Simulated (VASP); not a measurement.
# MoS2: GW quasiparticle gap, part 2 of 5

Wanted: how far GW moves the Kohn-Sham levels of MoS2. The cell has space group P6_3/mmc. The start is a cell from a database of measured crystal structures.

VASP 6.6.1, plane waves and PAW; the level of theory is named at each step.

So far. Step 2 (Relaxation): At LDA, with these data sets, the largest force is down to 2.3e-4 eV/Å.

The database entry behind the starting cell differs from later determinations by our own check (about 0.3 % long), so it need not match the best structure at ambient conditions.

### Step 3. Ground state

This step: LDA, no spin polarisation; plane waves and PAW (Mo_sv_GW, S_GW) (VASP 6.6.1).

The orbitals come from a self-consistent LDA run with a tight EDIFF and a narrow smearing. KPOINTS_OPT adds the bands along a path, which shows whether the mesh holds the band edges.

File INCAR:

```
SYSTEM = MoS2
PREC = Accurate
ENCUT = 370
EDIFF = 1E-08
NELM = 100
ISMEAR = 0
SIGMA = 0.01
LREAL = .FALSE.
ALGO = Normal
GGA = CA
NBANDS = 32
LASPH = .TRUE.
LORBIT = 11
LWAVE = .TRUE.
LCHARG = .FALSE.
```

File POSCAR:

```
MoS2
1.0
    3.1690000000      0.0000000000      0.0000000000
   -1.5845000000      2.7444345046      0.0000000000
    0.0000000000      0.0000000000     12.3240000000
Mo S
2 4
Direct
    0.3333333333      0.6666666667      0.2500000000
    0.6666666667      0.3333333333      0.7500000000
    0.3333333333      0.6666666667      0.6247813319
    0.6666666667      0.3333333333      0.1247813319
    0.3333333333      0.6666666667      0.8752186681
    0.6666666667      0.3333333333      0.3752186681
```

File KPOINTS:

```
Automatic mesh
0
Gamma
3 3 1
0 0 0
```

File KPOINTS_OPT:

```
Line mode
12
Line-mode
Reciprocal
  0.00000000   0.00000000   0.00000000 GAMMA
  0.50000000   0.00000000   0.00000000 M

  0.50000000   0.00000000   0.00000000 M
  0.33333333   0.33333333   0.00000000 K

  0.33333333   0.33333333   0.00000000 K
  0.00000000   0.00000000   0.00000000 GAMMA

  0.00000000   0.00000000   0.00000000 GAMMA
  0.00000000   0.00000000   0.50000000 A

  0.00000000   0.00000000   0.50000000 A
  0.50000000   0.00000000   0.50000000 L

  0.50000000   0.00000000   0.50000000 L
  0.33333333   0.33333333   0.50000000 H

  0.33333333   0.33333333   0.50000000 H
  0.00000000   0.00000000   0.50000000 A

  0.50000000   0.00000000   0.50000000 L
  0.50000000   0.00000000   0.00000000 M

  0.33333333   0.33333333   0.00000000 K
  0.33333333   0.33333333   0.50000000 H
```

Potentials, in the order of the species: Mo_sv_GW and S_GW (LDA family, release 64).

Command:

```
$ mpirun -np 4 vasp_std
```

The log of the run:

```text
[banner, memory and clock lines left out]
running    4 mpi-ranks, on    1 nodes
 distrk:  each k-point on    4 cores,    1 groups
 distr:  one band on    1 cores,    4 groups

 POSCAR found type information on POSCAR MoS
 POSCAR found :  2 types and       6 ions
 LDA part: xc-table for (Slater(with rela. corr.)+CA(PZ))
 , standard interpolation
 POSCAR, INCAR and KPOINTS ok, starting setup
 FFT: planning ... GRIDC
 FFT: planning ... GRID_SOFT
 FFT: planning ... GRID
 WAVECAR not read
 entering main loop
       N       E                     dE             d eps       ncg     rms          rms(c)
DAV:   1     0.360694574291E+03    0.36069E+03   -0.24676E+04   224   0.123E+03
DAV:   2    -0.242624264336E+02   -0.38496E+03   -0.37621E+03   288   0.499E+02
DAV:   3    -0.558798739043E+02   -0.31617E+02   -0.31446E+02   296   0.125E+02
DAV:   4    -0.571165406566E+02   -0.12367E+01   -0.12351E+01   304   0.280E+01
DAV:   5    -0.571994383275E+02   -0.82898E-01   -0.82877E-01   336   0.606E+00    0.146E+01
DAV:   6    -0.522123830797E+02    0.49871E+01   -0.49347E+01   320   0.465E+01    0.748E+00
DAV:   7    -0.506062641040E+02    0.16061E+01   -0.10442E+01   328   0.233E+01    0.417E+00
DAV:   8    -0.505129843948E+02    0.93280E-01   -0.73197E-01   280   0.549E+00    0.108E+00
DAV:   9    -0.505136088587E+02   -0.62446E-03   -0.88489E-02   328   0.159E+00    0.449E-01
DAV:  10    -0.505110303279E+02    0.25785E-02   -0.15392E-02   336   0.110E+00    0.168E-01
DAV:  11    -0.505109843788E+02    0.45949E-04   -0.20850E-03   328   0.378E-01    0.665E-02
DAV:  12    -0.505108772901E+02    0.10709E-03   -0.40907E-04   328   0.141E-01    0.985E-03
DAV:  13    -0.505108811883E+02   -0.38982E-05   -0.43984E-05   296   0.317E-02    0.709E-03
DAV:  14    -0.505108808438E+02    0.34450E-06   -0.30153E-06   312   0.131E-02    0.173E-03
DAV:  15    -0.505108808152E+02    0.28622E-07   -0.30445E-07   264   0.440E-03    0.868E-04
DAV:  16    -0.505108808098E+02    0.53988E-08   -0.35943E-08   216   0.117E-03
   1 F= -.50510881E+02 E0= -.50510881E+02  d E =-.183038E-54
 Start KPOINTS_OPT (optional k-point list driver)
k-point batch [1-3\108]
       N       E                     dE             ncg
DAV:   1     0.162761309838E+02   -0.13559E+03      216
DAV:   2    -0.133687978952E+04   -0.13532E+04      288
DAV:   3    -0.145089209280E+04   -0.11401E+03      304
DAV:   4    -0.145655078757E+04   -0.56587E+01      304
DAV:   5    -0.145694562473E+04   -0.39484E+00      320
DAV:   6    -0.145697938744E+04   -0.33763E-01      312
DAV:   7    -0.145698428883E+04   -0.49014E-02      328
DAV:   8    -0.145698489157E+04   -0.60273E-03      312
DAV:   9    -0.145698499527E+04   -0.10370E-03      320
DAV:  10    -0.145698501000E+04   -0.14734E-04      304
DAV:  11    -0.145698501213E+04   -0.21306E-05      248
DAV:  12    -0.145698501243E+04   -0.29538E-06      184
DAV:  13    -0.145698501248E+04   -0.52518E-07      160
DAV:  14    -0.145698501249E+04   -0.81889E-08      160
[...]
k-point batch [106-108\108]
       N       E                     dE             ncg
DAV:   1    -0.335012388085E+03   -0.59625E+04      224
DAV:   2    -0.141576528063E+04   -0.10808E+04      288
DAV:   3    -0.150666112376E+04   -0.90896E+02      272
DAV:   4    -0.151177112196E+04   -0.51100E+01      320
DAV:   5    -0.151197239192E+04   -0.20127E+00      312
DAV:   6    -0.151198718735E+04   -0.14795E-01      336
DAV:   7    -0.151198825936E+04   -0.10720E-02      288
DAV:   8    -0.151198833400E+04   -0.74644E-04      336
DAV:   9    -0.151198833886E+04   -0.48647E-05      312
DAV:  10    -0.151198833920E+04   -0.33271E-06      280
DAV:  11    -0.151198833922E+04   -0.23780E-07      192
DAV:  12    -0.151198833922E+04   -0.12258E-08      168
 writing wavefunctions
```

The job ended after 35 s (4 MPI ranks of Intel Xeon 6975P-C (Granite Rapids), shared host; peak memory 0.57 GiB).

Parts of OUTCAR (step 3):

```text
 Found      3 irreducible k-points:

   k-points           NKPTS =      3   k-points in BZ     NKDIM =      3   number of bands    NBANDS=     32

   dimension x,y,z NGX =    20 NGY =   20 NGZ =   80
   dimension x,y,z NGXF=    40 NGYF=   40 NGZF=  160

   ENCUT  =  370.0 eV  27.19 Ry    5.21 a.u.   4.97  4.97 19.33*2*pi/ulx,y,z

   NELECT =      52.0000    total number of electrons

 E-fermi :   7.4341

 k-point     1 :       0.0000    0.0000    0.0000
  band No.  band energies     occupation
    ...
     22       5.0384      2.00000
     23       5.0384      2.00000
     24       6.0877      2.00000
     25       6.1404      2.00000
     26       7.3252      2.00000
     27       9.3610      0.00000
     28       9.3696      0.00000
     29       9.3801      0.00000
     30       9.3857      0.00000
     31       9.6136      0.00000
    ...

 k-point     2 :       0.3333   -0.0000    0.0000
  band No.  band energies     occupation
    ...
     22       5.1171      2.00000
     23       5.2271      2.00000
     24       5.2618      2.00000
     25       5.4669      2.00000
     26       5.7232      2.00000
     27       8.6816      0.00000
     28       8.8124      0.00000
     29       8.9633      0.00000
     30       9.4172      0.00000
     31       9.7207      0.00000
    ...

  Total       -2.8246462     -2.8246462     -1.2652200      0.0000000      0.0000000      0.0000000
  in kB      -42.2228791    -42.2228791    -18.9125393      0.0000000      0.0000000      0.0000000
  external PRESSURE =     -34.4527658 kB  Pullay stress =       0.0000000 kB

  energy-cutoff  :      370.00
  volume of cell :      107.18
      direct lattice vectors                 reciprocal lattice vectors
     3.169000000  0.000000000  0.000000000     0.315556958  0.182186895  0.000000000
    -1.584500000  2.744434505  0.000000000     0.000000000  0.364373789  0.000000000
     0.000000000  0.000000000 12.324000000     0.000000000  0.000000000  0.081142486

 POSITION                                       TOTAL-FORCE (eV/Angst)
 -----------------------------------------------------------------------------------
     -0.00000      1.82962      3.08100        -0.000000     -0.000000      0.000000
      1.58450      0.91481      9.24300         0.000000      0.000000      0.000000
     -0.00000      1.82962      7.69981        -0.000000      0.000000      0.254266
      1.58450      0.91481      1.53781         0.000000     -0.000000      0.254266
     -0.00000      1.82962     10.78619        -0.000000      0.000000     -0.254266
      1.58450      0.91481      4.62419         0.000000     -0.000000     -0.254266
 -----------------------------------------------------------------------------------
    total drift:                               -0.000000      0.000000     -0.000000

  FREE ENERGIE OF THE ION-ELECTRON SYSTEM (eV)
  ---------------------------------------------------
  free  energy   TOTEN  =       -50.5108808098 eV

  energy  without entropy=      -50.5108808098  energy(sigma->0) =      -50.51088081

 total charge
# of ion       s       p       d       f       tot
--------------------------------------------------
    1        2.104   6.047   3.088   0.030  11.269
    2        2.104   6.047   3.088   0.030  11.269
    3        1.351   2.293   0.072   0.000   3.716
    4        1.351   2.293   0.072   0.000   3.716
    5        1.351   2.293   0.072   0.000   3.716
    6        1.351   2.293   0.072   0.000   3.716
--------------------------------------------------
tot          9.612  21.265   6.465   0.060  37.402

[... 3 parts as in an earlier step ...]

[... 4 further parts left out ...]
```

Numbers from this step:

* free energy (TOTEN): -50.5109 eV
* Fermi energy: 7.434 eV
* pressure: -3.445 GPa
* least gap on mesh and path: 0.8477 eV
* least direct gap on mesh and path: 1.586 eV

The highest empty bands on the path are converged less tightly, to about 0.1 eV. The electronic bands at the labelled points (eV, zero at the valence-band top; v1 is the highest filled band, c1 the lowest empty one):

```
    point     v4     v3     v2     v1    c1    c2    c3    c4
        Γ  -2.29  -1.24  -1.18   0.00  2.03  2.04  2.05  2.06
        M  -1.85  -1.67  -1.46  -1.33  1.59  1.64  1.96  2.22
        K  -2.73  -2.73  -0.81  -0.65  0.94  0.94  1.79  2.86
        Γ  -2.29  -1.24  -1.18   0.00  2.03  2.04  2.05  2.07
        A  -2.31  -2.31  -0.28  -0.28  2.04  2.04  2.04  2.05
        L  -1.76  -1.76  -1.38  -1.38  1.61  1.61  2.11  2.11
        H  -2.88  -2.88  -0.74  -0.74  0.94  0.94  2.26  2.26
        A  -2.31  -2.31  -0.28  -0.28  2.04  2.04  2.05  2.11
jump to L  -1.76  -1.76  -1.38  -1.38  1.61  1.61  2.11  2.11
        M  -1.85  -1.67  -1.46  -1.33  1.59  1.64  1.96  2.23
jump to K  -2.73  -2.73  -0.81  -0.65  0.94  0.94  1.79  2.86
        H  -2.88  -2.88  -0.74  -0.74  0.94  0.94  2.26  2.26
```

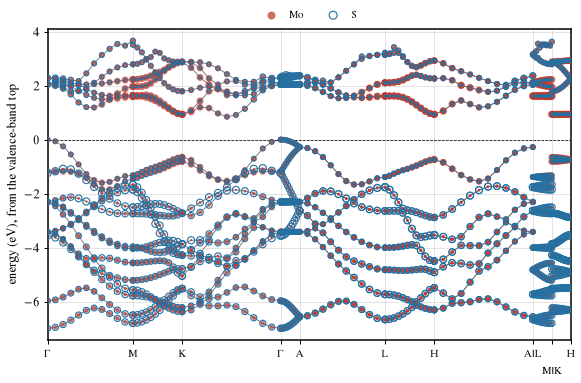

Electronic bands along the path; dots are coloured as in the legend, and their area grows with the weight.

The cell has a gap of 0.848 eV on mesh and path and a pressure of -3.4 GPa, which holds the misfit of the given cell and coordinates with this functional, and any error of cutoff, mesh and data sets. Spin-orbit coupling is left out, which can shift or reorder these edges. Forces of up to 0.25 eV/Å remain in these settings.

### Step 4. Empty bands, functional LDA

The next step needs empty bands that the ground-state run didn't converge, so the Hamiltonian is diagonalised exactly for NBANDS bands, in a single step. LOPTICS writes the k-derivatives of the orbitals (WAVEDER), which give the long-wavelength limit of the screening.

File INCAR:

```
SYSTEM = MoS2
PREC = Accurate
ENCUT = 370
ISMEAR = 0
SIGMA = 0.01
LREAL = .FALSE.
GGA = CA
NBANDS = 448
LASPH = .TRUE.
ALGO = Exact
NELM = 1
LWAVE = .TRUE.
LCHARG = .FALSE.
LOPTICS = .TRUE.
NEDOS = 1000
CSHIFT = 0.1
```

POSCAR is that of step 3.

KPOINTS is that of step 3.

Command:

```
$ mpirun -np 4 vasp_std
```

The log of the run:

```text
[banner, memory and clock lines left out]
running    4 mpi-ranks, on    1 nodes
 distrk:  each k-point on    4 cores,    1 groups
 distr:  one band on    1 cores,    4 groups

 POSCAR found type information on POSCAR MoS
 POSCAR found :  2 types and       6 ions
 LDA part: xc-table for (Slater(with rela. corr.)+CA(PZ))
 , standard interpolation
 found WAVECAR, reading the header
  number of bands has changed, file:    32 present:   448
  trying to continue reading WAVECAR, but it might fail
 POSCAR, INCAR and KPOINTS ok, starting setup
 FFT: planning ... GRIDC
 FFT: planning ... GRID_SOFT
 FFT: planning ... GRID
 reading WAVECAR
 random initialization beyond band           32
 the WAVECAR file was read successfully
 initial charge from wavefunction
 entering main loop
       N       E                     dE             d eps       ncg     rms          rms(c)
DIA:   1    -0.505108808208E+02   -0.50511E+02    0.00000E+00     0   0.000E+00
   1 F= -.50510881E+02 E0= -.50510881E+02  d E =-.533330E-58
 writing wavefunctions
 optical routines
 imaginary and real dielectric function
 recalculating local potential from charge density
 direction            1
 direction            2
 direction            3
```

It took 11 s on 4 MPI ranks; peak memory 0.83 GiB.

OUTCAR, selected parts (step 4):

```text
 Found      3 irreducible k-points:

   k-points           NKPTS =      3   k-points in BZ     NKDIM =      3   number of bands    NBANDS=    448

   NELECT =      52.0000    total number of electrons

 E-fermi :   7.4378

 k-point     1 :       0.0000    0.0000    0.0000
  band No.  band energies     occupation
    ...
     22       5.0384      2.00000
     23       5.0384      2.00000
     24       6.0877      2.00000
     25       6.1403      2.00000
     26       7.3252      2.00000
     27       9.3595      0.00000
     28       9.3595      0.00000
     29       9.3799      0.00000
     30       9.3799      0.00000
     31       9.6023      0.00000
    ...

 k-point     2 :       0.3333   -0.0000    0.0000
  band No.  band energies     occupation
    ...
     22       5.1172      2.00000
     23       5.2271      2.00000
     24       5.2618      2.00000
     25       5.4668      2.00000
     26       5.7232      2.00000
     27       8.6816      0.00000
     28       8.8123      0.00000
     29       8.9633      0.00000
     30       9.4172      0.00000
     31       9.7207      0.00000
    ...

  Total       -2.8231658     -2.8231658     -1.2631315      0.0000000      0.0000000     -0.0000000
  in kB      -42.2007498    -42.2007498    -18.8813200      0.0000000      0.0000000     -0.0000000
  external PRESSURE =     -34.4276065 kB  Pullay stress =       0.0000000 kB

 POSITION                                       TOTAL-FORCE (eV/Angst)
 -----------------------------------------------------------------------------------
     -0.00000      1.82962      3.08100        -0.000000     -0.000000     -0.000000
      1.58450      0.91481      9.24300         0.000000     -0.000000     -0.000000
     -0.00000      1.82962      7.69981        -0.000000      0.000000      0.254296
      1.58450      0.91481      1.53781         0.000000     -0.000000      0.254296
     -0.00000      1.82962     10.78619        -0.000000      0.000000     -0.254296
      1.58450      0.91481      4.62419         0.000000     -0.000000     -0.254296
 -----------------------------------------------------------------------------------
    total drift:                               -0.000000      0.000000     -0.000000

  FREE ENERGIE OF THE ION-ELECTRON SYSTEM (eV)
  ---------------------------------------------------
  free  energy   TOTEN  =       -50.5108808208 eV

  energy  without entropy=      -50.5108808208  energy(sigma->0) =      -50.51088082

 plasma frequency squared (from intraband transitions) (eV^2)
  --------------------------------------------------------------------------------------
       0.000       0.000      -0.000
      -0.000       0.000       0.000
       0.000       0.000       0.000

[... 9 parts as in an earlier step ...]

[... 1 further part left out ...]
```

WAVECAR now holds 448 bands for 52 electrons. Its independent-particle dielectric tensor has xx, yy, zz = 21.3, 21.3, 10.1 on this mesh, which isn't tested for convergence in mesh or bands and lacks local fields.

(Continued in part 3 of 5.)

[Lines on the potential files, build, host, timing and source positions are cut from VASP's logs without a mark.]

[Logs are printed without paths, hosts, clocks, repeated set-up lines and the standing remarks that a program may print on its own settings, such as how far it seeks lower states.]

[Hosts, paths, dates, database ids (printed as entryN), source tags and the programs' standing remarks are cut or masked in the printed files.]

[Pressures printed for these runs are not shown converged in the cutoff: they can be off by several GPa and have the wrong sign.]
